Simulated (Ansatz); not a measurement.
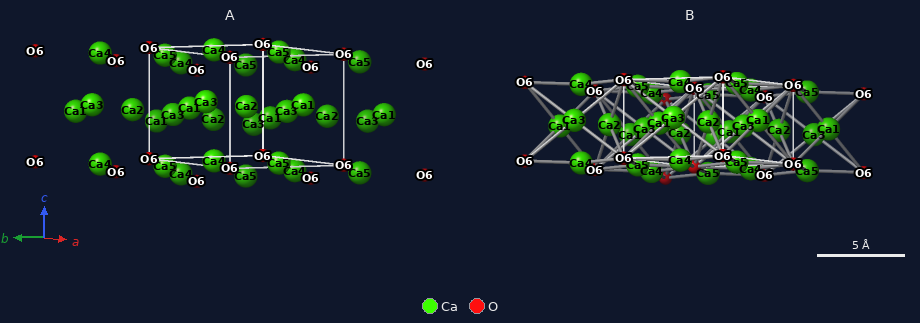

Two geometries of solid Ca₅O (a generated structure, set up in P6/mmm) (coarse preliminary run), drawn at one scale. One is the start of a relaxation, the other its converged end. Style: ball-and-stick. Shown: the cell of the calculation, repeated 2 × 2 × 1 with one cell outlined, from a free direction.

Method: Ansatz 0.2.0, DFT PBE, scalar-relativistic, plane waves, PAW. Settings: plane-wave cutoff 420 eV; k-point mesh 3 × 3 × 4; occupations gaussian; smearing width 0.1 eV; no spin polarisation; cell and atoms relaxed; force threshold 0.04 eV/Å; at most 70 steps.

Which geometry has the lower energy?

Structure A is the relaxed one. No atom moves by more than 0.005 Å relative to the cell. The drawn cell changes as follows: a = b 5.917 → 6.794 Å (+14.8 %), c 4.591 → 6.484 Å (+41.2 %); the volume changes by +86.2 %. Near-neighbour distances that change, for instance: Ca1–O6 3.744 → 4.696 Å, Ca1–Ca4 2.861 → 3.789 Å, Ca4–Ca5 3.416 → 3.923 Å, Ca4–O6 3.416 → 3.923 Å. The space group stays P6/mmm (No. 191). After 9 accepted moves (11 points after the start) the energy has fallen by 1037 meV per atom. All forces vanish by symmetry, so only the cell relaxes. The pressure goes from 19.70 to 0.08 GPa. The SCF was repeated twice at an unchanged geometry on a basis and grid sized afresh for the cell, which shifted the energy by 106 meV per atom at most. Cost: 43 s on 1 thread of Arm Neoverse V1, with other jobs on the host, peak memory 0.44 GiB.
